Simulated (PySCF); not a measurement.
```xyz
17

C    -1.0059    2.1442    0.2716
C    -0.4808    0.9603   -0.0472
C    -1.2905   -0.1033   -0.7454
C    -1.5526   -1.2623    0.2117
Al    1.4058    0.5480    0.4161
C     2.5082   -0.9683   -0.2449
Br    2.4208    2.0357    1.8014
H    -2.0258    2.4201    0.0327
H    -0.4299    2.8975    0.7953
H    -2.2388    0.3035   -1.1067
H    -0.7270   -0.4769   -1.6067
H    -0.6055   -1.6424    0.6021
H    -2.1570   -0.9308    1.0532
H    -2.0723   -2.0744   -0.2912
H     3.5365   -0.8967    0.1332
H     2.5762   -0.9894   -1.3381
H     2.1315   -1.9526    0.0530
```

Geometry: GFN2-xTB.

These are results of PySCF 2.14.0, PBE0/def2-SVPD, SCF density, gas phase, not measurements.

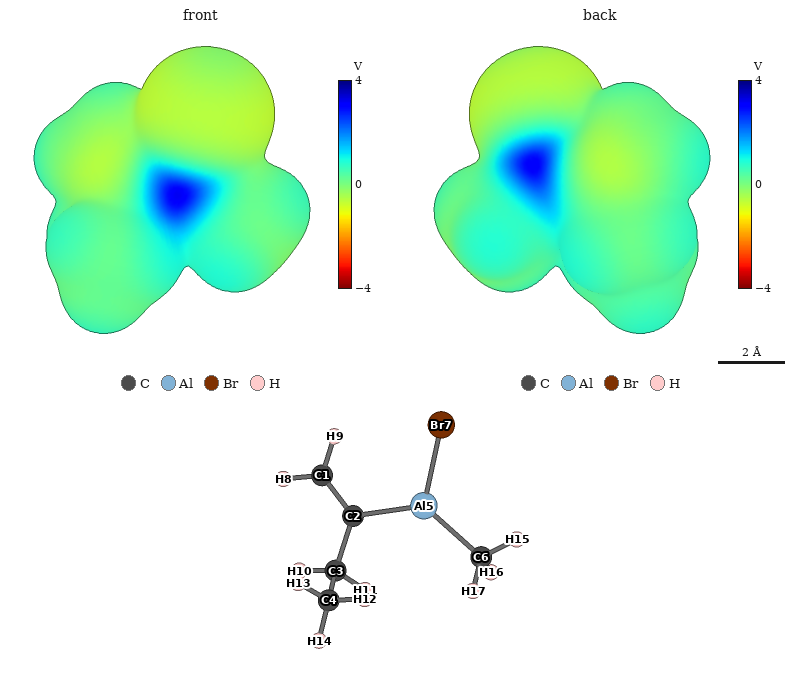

C₅H₁₀AlBr (SMILES C=[C](CC)[Al]([CH3])[Br]). The molecular electrostatic potential painted on the density surface at 0.002 e/bohr³, seen from the front and from behind; the colour scale runs from red (negative) to blue (positive). The bare structure is drawn below in the same view.

Where is the surface potential most negative and most positive?

The most negative region (about −0.7 V) lies over Br7, the most positive (about +2.9 V) over Al5.

How polar is the molecule by this calculation?

Its dipole moment is 2.43 D.
